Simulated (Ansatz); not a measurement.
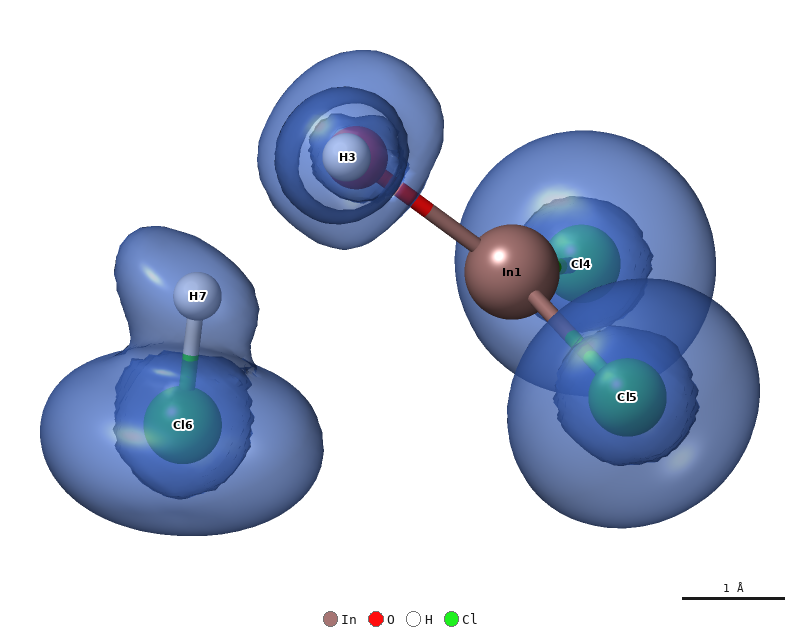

Figure 1: Cl2HInO···HCl. Isosurface of the ELF at 0.75 (blue), seen from one side. Core shells and regions of very low density are left out.

Core potentials replace the inner electrons of In; not at a stationary point (largest force 1.2 eV/Å).

Level of theory: Ansatz, RKS PBE0-D4/def2-SVP.

Input

```
crystal:
  periodic: [false, false, false]
  atoms:
    - { symbol: In, position_ang: [0.0, 0.0, 0.0] }
    - { symbol: O, position_ang: [0.0, 0.0, 2.34] }
    - { symbol: H, position_ang: [-0.9095, -0.2814, 2.6771] }
    - { symbol: Cl, position_ang: [2.113, 0.0, -1.22] }
    - { symbol: Cl, position_ang: [-2.113, 0.0, -1.22] }
    - { symbol: Cl, position_ang: [0.5844, 2.5337, 0.864] }
    - { symbol: H, position_ang: [0.3027, 1.3126, 2.092] }
basis:
  gaussian: { orbitals: def2-SVP }
hamiltonian:
  xc: pbe0
  dispersion: d4
relax:
  f_tol: 0.15
  max_steps: 25
  restrain:
    - { distance: [0, 5], at: 3.64, k: 30.0 }
    - { distance: [6, 1], at: 2.21, k: 30.0 }
    - { distance: [0, 1], at: 1.99, k: 30.0 }
    - { distance: [6, 5], at: 1.37, k: 30.0 }
output:
  orbitals: {}
```

Command:

```sh
ansatz run input.yaml --threads 2 --pin off --max-ram 3072MiB --backend cpu --events-out ev --progress --plain --runs-dir out
```

The fields are those of the run's last geometry, not of the input's.

Question: Describe the localisation domains.

Answer: At this value the surface marks out two regions wrapped around Cl (the valence shell of each), one joined region spread over several atoms (Cl, H), in which their bonds and any lone pairs are merged and one joined region spread over several atoms (H, O), in which their bonds and any lone pairs are merged.

Values along the shortest contacts:
O2···H7 (2.20 Å): the ELF dips to about 0.10 between them. In–O (1.99 Å): the ELF peaks at about 0.85 in the valence shell of O, 0.6 Å from its nucleus, and drops to about 0.10 between the two atoms.
